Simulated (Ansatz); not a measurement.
Relaxed SiO2 (rutile):

```yaml
crystal:
  lattice:
    - [8.47176, 0.00000, 0.00000]
    - [0.00000, 4.23588, 0.00000]
    - [0.00000, 0.00000, 2.68991]
  atoms:
    - { symbol: Si, position: [0.25000, 0.50000, 0.50000] }
    - { symbol: Si, position: [0.75000, 0.50000, 0.50000] }
    - { symbol: Si, position: [0.00000, 0.00000, 0.00000] }
    - { symbol: Si, position: [0.50000, 0.00000, 0.00000] }
    - { symbol: O, position: [0.40349, 0.80699, 0.50000] }
    - { symbol: O, position: [0.90349, 0.80699, 0.50000] }
    - { symbol: O, position: [0.15349, 0.69301, 0.00000] }
    - { symbol: O, position: [0.65349, 0.69301, 0.00000] }
    - { symbol: O, position: [0.34651, 0.30699, 0.00000] }
    - { symbol: O, position: [0.84651, 0.30699, 0.00000] }
    - { symbol: O, position: [0.09651, 0.19301, 0.50000] }
    - { symbol: O, position: [0.59651, 0.19301, 0.50000] }
```

A phonon eigenvector at X = (0.5, 0.0, 0.0) is frozen into this cell: atom i moves by Q times the vector below, so Q is the largest atomic displacement, in Å. The cell is held. It is one choice among 2 degenerate patterns. (q is in reciprocal vectors of the primitive cell; the cell shown is doubled to hold the pattern.)

| atom | x | y | z |
|---|---|---|---|
| Si3 | -0.959 | -0.237 | 0.000 |
| Si4 | 0.959 | 0.237 | 0.000 |
| O5 | -0.711 | -0.584 | 0.000 |
| O6 | 0.711 | 0.584 | 0.000 |
| O7 | 0.781 | -0.624 | 0.000 |
| O8 | -0.781 | 0.624 | 0.000 |
| O9 | -0.781 | 0.624 | 0.000 |
| O10 | 0.781 | -0.624 | 0.000 |
| O11 | 0.711 | 0.584 | 0.000 |
| O12 | -0.711 | -0.584 | 0.000 |

Atoms not listed stay in place.

Computed with PBE (plane waves to 420 eV, PAW, scalar-relativistic; Ansatz, a program for electronic structure). k mesh 4×8×12 (Γ-centred), Fermi-Dirac smearing 0.05 eV. E stands for the smeared free energy. As the smearing reaches across the gap at some points, energies and forces of such displacements shift with the k mesh and the smearing. SiO2 was relaxed with its symmetry unable to fall. The PAW data are Ansatz's earlier set. ΔE is measured from the undisplaced structure.

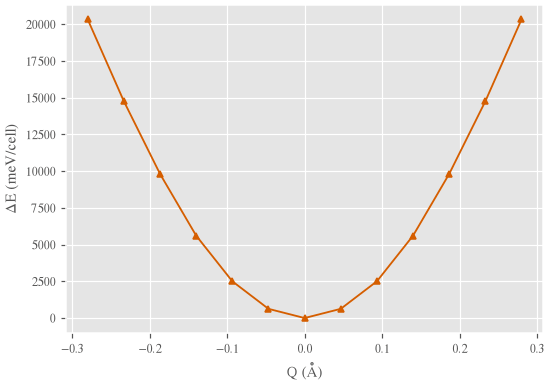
*ΔE (meV/cell) against Q (Å); markers are the computed points, lines only join them.*

Problem. What is the energy change at Q = 0.280 Å?

Solution. About 20000 meV/cell.

Problem. What harmonic wavenumber does the curvature at Q = 0 give?

Solution. About 950 cm⁻¹.

(A displaced cell: forces are minus the slopes of the energy, force constants its curvatures, and phonons follow from these.)
